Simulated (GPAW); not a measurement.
Consider MnO2 (P-3m1).

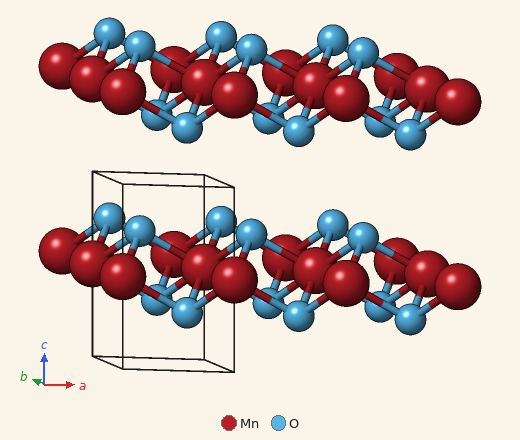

The structure (manganese red, oxygen blue). 3×2×2 cells are drawn. Some periodic images of atoms are drawn too.

```cif
data_structure
_symmetry_space_group_name_H-M 'P 1'
_symmetry_Int_Tables_number 1
_cell_length_a 2.8566
_cell_length_b 2.8566
_cell_length_c 4.6014
_cell_angle_alpha 90.000
_cell_angle_beta 90.000
_cell_angle_gamma 120.000
_cell_volume 32.52
loop_
_atom_site_label
_atom_site_type_symbol
_atom_site_fract_x
_atom_site_fract_y
_atom_site_fract_z
_atom_site_occupancy
Mn1 Mn 0.00000 0.00000 0.50000 1
O2 O 0.33333 0.66667 0.70629 1
O3 O 0.66667 0.33333 0.29371 1
```

Absorber: atom 2, with 3 Mn at 1.90 Å (pyramidal, site symmetry 3m). Method: GPAW, LDA + U (Mn 3.9 eV), full core hole (charged cell), 12-atom cell with 5.4 Å between holes, 4×4×4 k points, dipole transitions, Gaussian full width 0.9 eV up to 4 eV, rising linearly to 3.5 eV at 25 eV.

Where do the maxima of the O K edge fall?

Main maxima up to 24 eV above the zero (height): 0.5 eV (2.26), 3.1 eV (1.48) and 13.3 eV (2.03). A K edge sees empty p states; the first features are O p mixed into the empty d states of the Mn neighbours, and the broad ones above probably into the cations' higher empty bands. The total-energy difference plus the lowest empty eigenvalue puts the zero at 524.67 eV. The functional and the charged cell's background leave an error in such absolute values: in the free atom LDA prices this hole 4.1 eV below PBE (computed apart), and PBE is itself good to a few eV.

The O K spectrum (energy from the lowest empty level; intensity scaled to a mean of 1 over the first 20 eV; polarised curves are means over the symmetry-equivalent atoms):

| E (eV) | isotropic | ε ⊥ c | ε ∥ c |
| --- | --- | --- | --- |
| -2.0 | 0.00 | 0.00 | 0.00 |
| -0.5 | 0.27 | 0.21 | 0.39 |
| 1.0 | 1.62 | 2.01 | 0.85 |
| 2.5 | 0.97 | 0.91 | 1.10 |
| 4.0 | 0.22 | 0.30 | 0.06 |
| 5.5 | 0.00 | 0.00 | 0.00 |
| 7.0 | 0.09 | 0.09 | 0.08 |
| 8.5 | 0.53 | 0.53 | 0.52 |
| 10.0 | 1.33 | 1.46 | 1.06 |
| 11.5 | 1.72 | 1.93 | 1.29 |
| 13.0 | 2.01 | 2.09 | 1.85 |
| 14.5 | 1.79 | 1.90 | 1.58 |
| 16.0 | 1.05 | 0.93 | 1.27 |
| 17.5 | 0.64 | 0.51 | 0.89 |
| 19.0 | 0.52 | 0.54 | 0.48 |
| 20.5 | 0.54 | 0.62 | 0.36 |
| 22.0 | 0.54 | 0.57 | 0.49 |
| 23.5 | 0.55 | 0.42 | 0.81 |
| 25.0 | 0.57 | 0.35 | 1.00 |
| 26.5 | 0.56 | 0.39 | 0.89 |
| 28.0 | 0.54 | 0.45 | 0.73 |
| 29.5 | 0.60 | 0.55 | 0.70 |
| 31.0 | 0.74 | 0.78 | 0.65 |

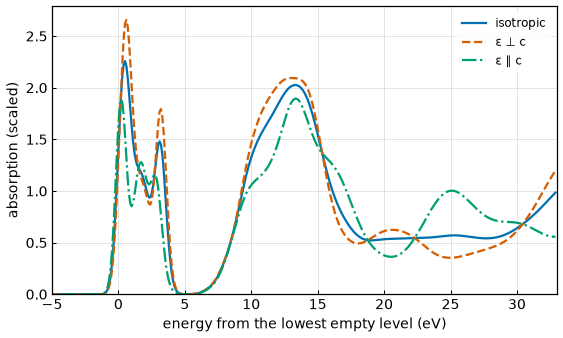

The O K edge.

The hole lies in one spin channel, while the script sums the empty states of both and takes the lower zero; where the two channels are split, this blurs and shifts the curve. The spins start ferromagnetically in a simple order, which needn't be the measured one; gap and edge can depend on it. The holes are only 5.4 Å apart, so the shape is probably not converged with cell size; no larger cell was run here. The mesh is coarse (0.36 Å⁻¹ between points), so small maxima may be mesh ripples. The structure is a computed Materials Project entry and may be a hypothetical form.

[Banner, clock and machine lines of the logs are left out without a mark of their own.]

[Logs are printed without paths, hosts, clocks, repeated set-up lines and the standing remarks that a program may print on its own settings, such as how far it seeks lower states.]

[Hosts, paths, dates, database ids (printed as entryN), source tags and the programs' standing remarks are cut or masked in the printed files.]

[Lists of maxima count a maximum above −3 eV only where it reaches 4 % of the highest in the window and stands out from its surroundings by 2 % of it (1.5 % where it reaches 55 %); shoulders and weaker maxima are passed over, and of the rest the first, up to two pre-edge ones and the few strongest are named.]
